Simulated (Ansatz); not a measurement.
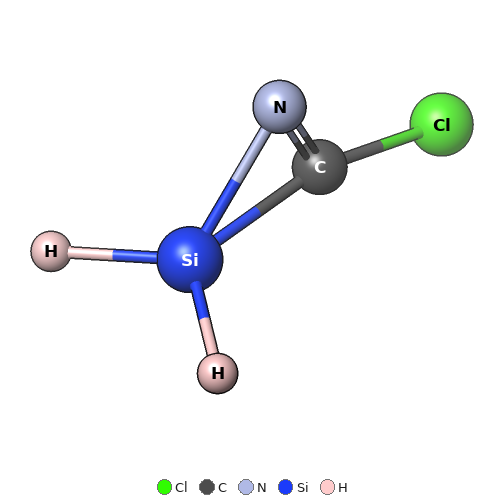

Depth is shown by fading: the farther an atom, the more it takes the colour of the background. The geometry was computed by an optimisation with PBE0-D4/def2-TZVP.

Question: Which symmetry elements does this geometry have?

Answer: It has 1 mirror plane, so the point group is Cs. The group has 2 operations. The geometry is achiral, and symmetry allows a dipole moment.
